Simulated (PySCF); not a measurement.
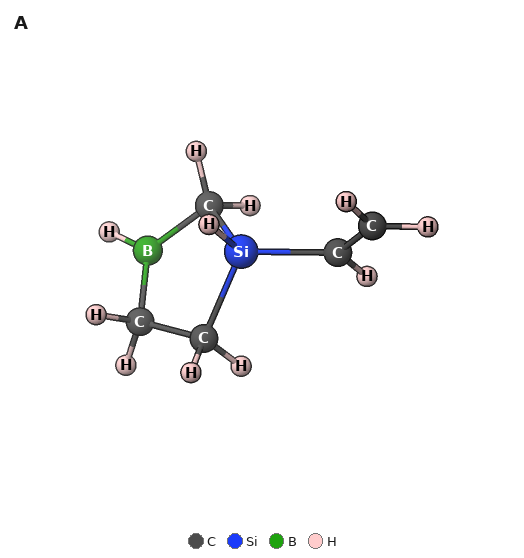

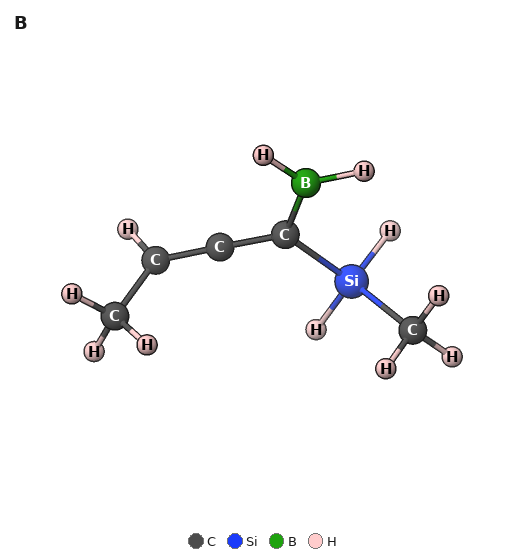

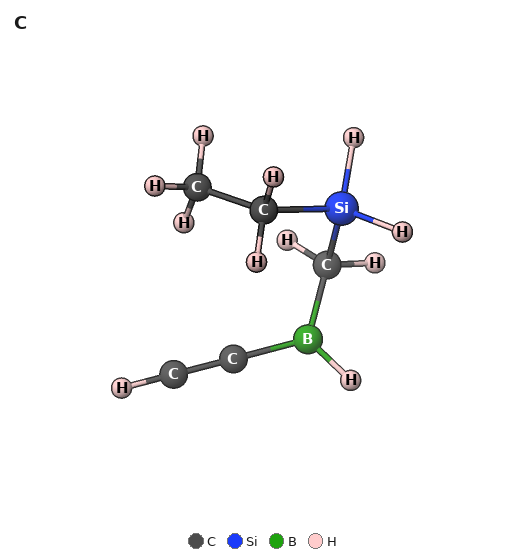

3 stationary structures of one formula. Geometries: GFN2-xTB. Electronic energies: PBE0/pcSseg-1 (PySCF 2.14.0), without zero-point energy. No frequency run is at hand to confirm each as a minimum. Each is one conformer, not always the lowest.

> Which structure is the most stable?

A is lowest; C lies 25.2 kcal/mol above it, B lies 29.4 kcal/mol above it. A is `C=C[Si@H]1CBCC1`, B is `BC(=C=CC)[SiH2]C`, C is `C#CBC[SiH2]CC`.

The geometry is semi-empirical. Around B, Si such bond lengths and angles can be off by a tenth of an ångström or more and by several degrees, and values that hang on the shape move with them.
